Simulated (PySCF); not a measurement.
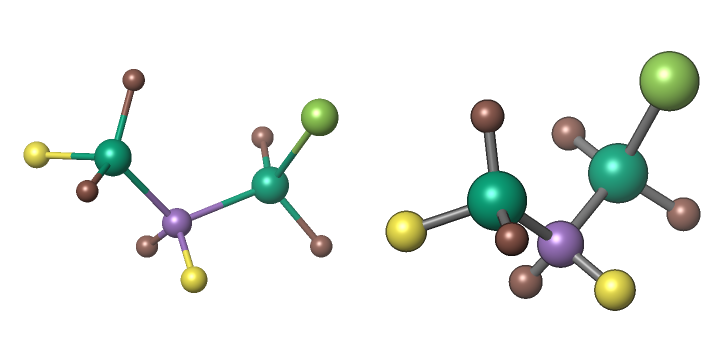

Two views of one molecule. Colours: fluorine yellow, germanium teal, carbon purple, bromine green, hydrogen brown.

The geometry was computed by an optimisation with GFN2-xTB. No frequency run is at hand to confirm it as a minimum.

> What is the molecular formula?

CH5BrF2Ge2, 11 atoms: 1 carbon, 5 hydrogen, 1 bromine, 2 fluorine and 2 germanium.

> How many bonds of each kind are drawn?

4 Ge–H, 2 C–Ge, 1 F–Ge, 1 C–F, 1 Br–Ge, 1 C–H.

> What is the point group of this geometry?

C1.

The parts below concern this one geometry. Atoms keep their numbers from picture to picture.

**Geometry**

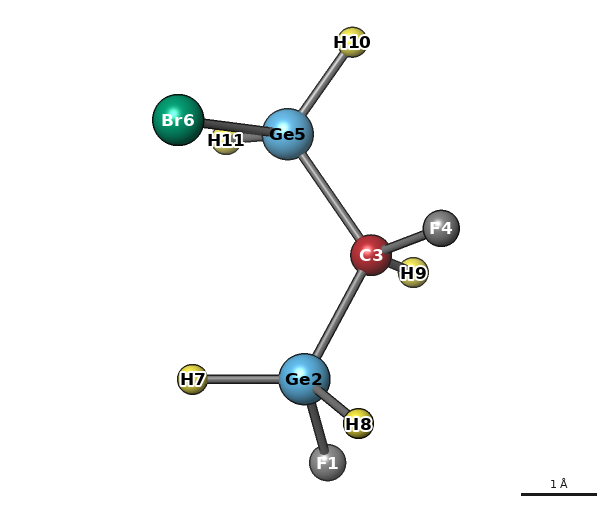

Numbered structure. No frequency run is at hand to confirm it as a minimum.

List the bonds and their lengths.

| bond | length (Å) |
| --- | --- |
| F1–Ge2 | 1.751 |
| Ge2–C3 | 2.000 |
| Ge2–H7 | 1.505 |
| Ge2–H8 | 1.500 |
| C3–F4 | 1.396 |
| C3–Ge5 | 1.994 |
| C3–H9 | 1.094 |
| Ge5–Br6 | 2.267 |
| Ge5–H10 | 1.510 |
| Ge5–H11 | 1.513 |

**Dipole moment**

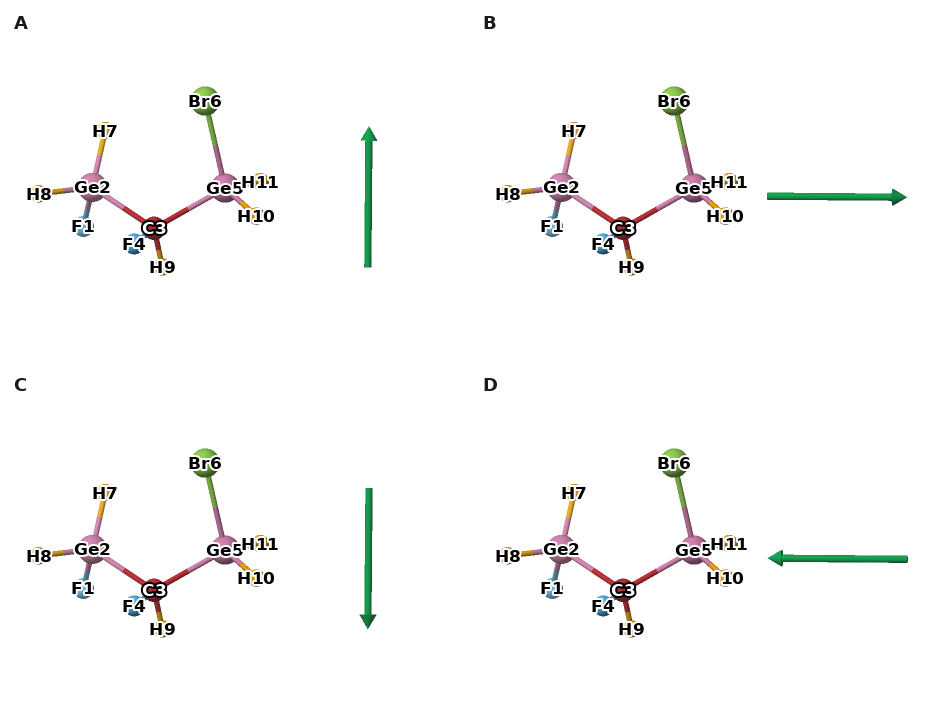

The same molecule four times, each with an arrow. No frequency run is at hand to confirm it as a minimum. Method: B3LYP/pcJ-1 (pcSseg-1 on Br) (pcSseg-1 on Ge), gas phase (PySCF 2.14.0).

> Which arrow points along the dipole moment, from the negative to the positive end?

B. The dipole moment is 1.18 D; it points from the side of H8 to the side of H10 (the outermost atoms at the two ends).

**Polarisability**

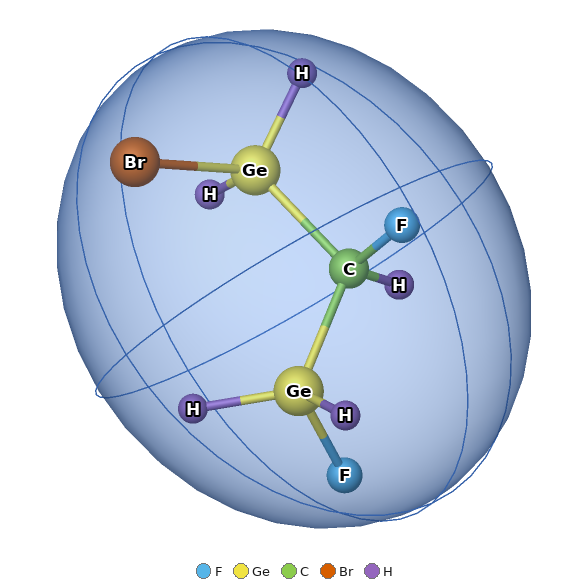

The ellipsoid shows the static dipole polarisability: its half-axes are proportional to the principal values. No frequency run is at hand to confirm it as a minimum. Computed with CAM-B3LYP/def2-SVPD (PySCF 2.14.0).

> Give the principal values, the mean and the anisotropy.

Principal values 79.8, 93.7, 102.1 bohr³; mean 91.8 bohr³ (13.61 Å³); anisotropy 19.5 bohr³, so the longest axis is 1.28 times the shortest.

**Excitation**

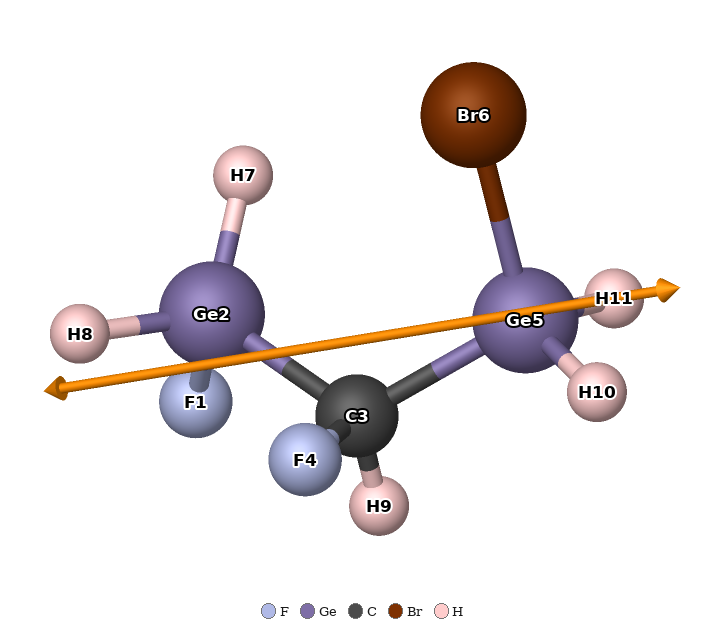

The double arrow shows the direction of the transition dipole to excited singlet state 7 (its length means nothing). No frequency run is at hand to confirm it as a minimum. Method: TDDFT CAM-B3LYP/def2-SVPD, vertical, gas phase, core orbitals frozen in the response (PySCF 2.14.0).

> Where does the transition lie, and how strong is it?

7.53 eV (165 nm), oscillator strength 0.051, of mixed character, with the largest part HOMO−2 → LUMO+1 (weight 0.31); transition dipole 1.34 D.

The geometry is semi-empirical. Around Br, Ge such bond lengths and angles can be off by a tenth of an ångström or more and by several degrees, and values that hang on the shape move with them.
